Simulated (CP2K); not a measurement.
## Converging shifted k-point meshes: Rb (Im-3m, 1 atom in the cell)

```
Rb
1.0
    4.90772     0.00000     0.00000
   -1.63591     4.62704     0.00000
   -1.63591    -2.31352     4.00714
Rb
1
Cartesian
  0.00000   0.00000   0.00000
```

Method: LDA (Pade form), GPW, DZVP-MOLOPT-SR-GTH basis, GTH-PADE potentials (GTH_POTENTIALS) run with CP2K.

Base settings: CUTOFF = 500 Ry; REL_CUTOFF = 60 Ry; SMEAR/METHOD = FERMI_DIRAC; ELECTRONIC_TEMPERATURE = 1160.45 K; KPOINTS/SCHEME = MONKHORST-PACK 4 4 4; GAMMA_CENTERED = T; XC_FUNCTIONAL = PADE; Rb/BASIS_SET = DZVP-MOLOPT-SR-GTH; Rb/POTENTIAL = GTH-PADE-q9; METHOD = GPW.

In this ladder: GAMMA_CENTERED = default.

Only quantities that move along the ladder and can be compared are tabulated.

The starting cell has typed, rounded lattice constants, without a prior relaxation at this level. Its lattice was rescaled by up to half a per cent. Values carry the incompleteness of an atom-centred basis.

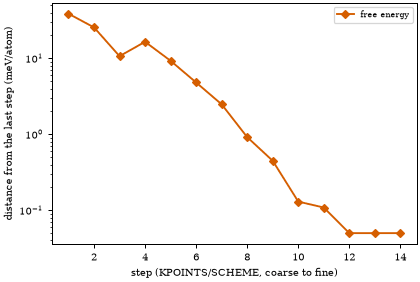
Fig. 1. Distance from the last step along the ladder; very small values are drawn at a floor.

```tsv
KPOINTS/SCHEME	free energy less the last step's (meV/atom)	pressure (GPa)
MONKHORST-PACK 2 2 2	38.57	-0.21
MACDONALD 3 3 3 0.1666666667 0.1666666667 0.1666666667	25.50	-0.30
MONKHORST-PACK 4 4 4	-10.66	-0.34
MACDONALD 5 5 5 0.1 0.1 0.1	16.48	-0.32
MONKHORST-PACK 6 6 6	-9.26	-0.36
MACDONALD 7 7 7 0.07142857143 0.07142857143 0.07142857143	4.80	-0.34
MONKHORST-PACK 8 8 8	-2.48	-0.36
MACDONALD 9 9 9 0.05555555556 0.05555555556 0.05555555556	0.92	-0.34
MONKHORST-PACK 10 10 10	-0.45	-0.35
MACDONALD 11 11 11 0.04545454545 0.04545454545 0.04545454545	0.13	-0.35
MONKHORST-PACK 12 12 12	-0.11	-0.35
MACDONALD 13 13 13 0.03846153846 0.03846153846 0.03846153846	0.03	-0.35
MACDONALD 15 15 15 0.03333333333 0.03333333333 0.03333333333	-0.01	-0.35
MONKHORST-PACK 16 16 16	-0.01	-0.35
MONKHORST-PACK 18 18 18	0.00	-0.35
```

Coarsest KPOINTS/SCHEME that holds the pressure within 0.1 GPa of the last step, with all finer ones: MACDONALD 3 3 3 0.1666666667 0.1666666667 0.1666666667; the step before is off by 0.14 GPa.

Coarsest KPOINTS/SCHEME that holds the free energy within 1 meV/atom of the last step, with all finer ones: MACDONALD 9 9 9 0.05555555556 0.05555555556 0.05555555556; the step before is off by 2.5 meV/atom.
